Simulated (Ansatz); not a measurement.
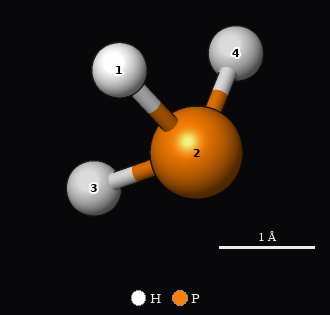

Figure 1. The structure as given in the input (ball-and-stick view, seen at a tilt; atoms are numbered from 1 in the order of the input). Bond lengths as drawn: H–P 1.42 Å.

**PH$_{3}$: single-point calculation**

- system: PH$_{3}$
- method: RKS wB97M-V/def2-TZVPP (Ansatz 0.2.0)

The geometry comes from this level: PBE0-D4/def2-TZVP.

Log
```
Functional definition: wB97M-V
  name "wB97M-V"
  cite "Mardirossian & Head-Gordon, J. Chem. Phys. 144, 214110 (2016) doi:10.1063/1.4952647"
  cite "Becke, J. Chem. Phys. 107, 8554 (1997) doi:10.1063/1.475007"
  cite "Vydrov & Van Voorhis, J. Chem. Phys. 133, 244103 (2010) doi:10.1063/1.3521275"
  # Of w^i u^j: cxij and so on, Table III.
  parameter omega = 0.3/bohr
  parameter cx = 0.15
  parameter cx01 = 1.007
  parameter cx10 = 0.259
  parameter css00 = 0.443
  parameter css04 = -1.437
  parameter css10 = -4.535
  parameter css20 = -3.390
  parameter css43 = 4.278
  parameter cos00 = 1.000
  parameter cos10 = 1.358
  parameter cos20 = 2.924
  parameter cos21 = -8.812
  parameter cos60 = -1.390
  parameter cos61 = 9.142
  parameter b = 6.0
  parameter c = 0.01
  gx(w, u) = 1 - cx + cx01*u + cx10*w
  gss(w, u) = css00 + css04*u^4 + css10*w + css20*w^2 + css43*w^4*u^3
  gos(w, u) = cos00 + cos10*w + (cos20 + cos21*u)*w^2 + (cos60 + cos61*u)*w^6
  exchange = spin_sum(e_x_unif_sr(omega)*gx(b97_w, b97_u_x)) + cx*exact_x_sr(omega) + exact_x_lr(omega)
  correlation = spin_sum(e_c_pw_mod_same_spin*gss(b97_w, b97_u_same))
      + integral(e_c_pw_mod_opposite_spin*gos(b97_w_opposite, b97_u_opposite)) + vv10(b, c)
464 factors; their error is unknown
108 factors; integrals over basis functions are off by at most 1.1e-5 eV
mean field evaluation 1: about -9336.4529 eV, gradient 7.0e0 eV
mean field evaluation 2: about -9336.6320 eV, gradient 3.4e0 eV
mean field evaluation 4: about -9336.6599 eV, gradient 1.7e-1 eV
mean field evaluation 8: about -9336.6547 eV, gradient 2.1e-2 eV
mean field -9336.65474759 eV, -343.1157333619 hartree, gradient 3.4e-5 eV, S^2 0.000000; 0 other end points of the search recorded, 0 dependent functions left out
reference -9336.65478065 eV, -343.1157345770 hartree; 9, 9 occupied and 75, 75 virtual orbitals, 464 factors
Total energy: -9336.65478065 eV, -343.1157345770 hartree
```

This output came from the following input.

Input
```yaml
crystal:
  periodic: [false, false, false]
  atoms:
    - {symbol: H, position_ang: [1.445440, 2.150035, 0.525096]}
    - {symbol: P, position_ang: [0.149306, 2.370748, -0.010400]}
    - {symbol: H, position_ang: [-0.371023, 2.820117, 1.231662]}
    - {symbol: H, position_ang: [0.467219, 3.685905, -0.440457]}
basis:
  gaussian: {orbitals: def2-TZVPP}
hamiltonian: {xc: {name: wB97M-V}}
```

Command:
```bash
ansatz run in.yaml --threads 4 --pin off --events-out ev --progress --plain --max-ram 9574MiB
```

Key numbers

| quantity | value |
| --- | --- |
| outcome | converged |
| total energy | −9336.6548 eV |
| SCF solution under orbital rotations | stable |
| hardware | 4 threads of Intel Xeon @ 2.50GHz, 15 GiB of memory available, shared host |
| wall time | 0.8 s (CPU time 2.6 s) |
| peak memory | 0.54 GiB |
